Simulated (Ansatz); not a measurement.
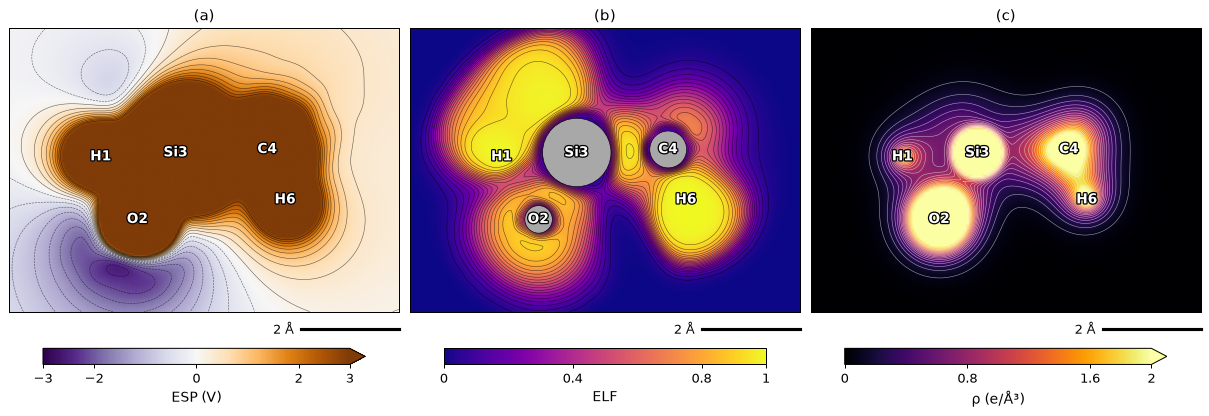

*CH₄OSi. (a) molecular electrostatic potential; (b) electron localisation function; (c) total electron density on the plane of atoms Si3, C4 and H6. Grey discs cover the atomic cores in the ELF map.*

A transition-state structure; geometry: PBE0-D4/def2-TZVP.

Computed with Ansatz, RKS PBE0-D4/def2-TZVPP.

The calculation's input:

```
crystal:
  periodic: [false, false, false]
  atoms:
    - {symbol: H, position_ang: [-0.198641, -2.299239, -0.753763]}
    - {symbol: O, position_ang: [-1.282775, -1.615509, -0.005243]}
    - {symbol: Si, position_ang: [0.055743, -0.849120, -0.329962]}
    - {symbol: C, position_ang: [0.320973, 0.926307, 0.194422]}
    - {symbol: H, position_ang: [1.217278, 1.022391, 0.813584]}
    - {symbol: H, position_ang: [-0.558651, 1.245490, 0.762578]}
    - {symbol: H, position_ang: [0.446074, 1.569681, -0.681515]}
basis:
  gaussian: {orbitals: def2-TZVPP}
hamiltonian: {xc: pbe0, dispersion: d4}
output: {orbitals: {seedname: orbitals}}
```

Command:

```sh
ansatz run in.yaml --threads 2 --pin off --events-out ev --progress --plain --max-ram 4352MiB
```

Q: Interpret the plot.

A: The section cuts through H, O, Si and C sites. Si–O (1.58 Å): the density is about 1.4 e/Å³ at the midpoint; the ELF peaks at about 0.85 between the atoms: a polar covalent bond. C–Si (1.87 Å): the density is about 0.97 e/Å³ at the midpoint; the ELF peaks at about 0.95 between the atoms (a shared electron pair). C–H (1.09 Å): ρ at the midpoint is about 1.9 e/Å³; the ELF climbs to about 1 towards the hydrogen, as it does in any bond to H; a covalent bond by its length. Si–H (1.53 Å): the density is about 0.65 e/Å³ at the midpoint; the ELF climbs to about 1 towards the hydrogen. The ELF also peaks beside O2, away from the bonds: lone-pair regions. Outside the dense part of the molecule the potential is most negative (−2.5 V) near O2.
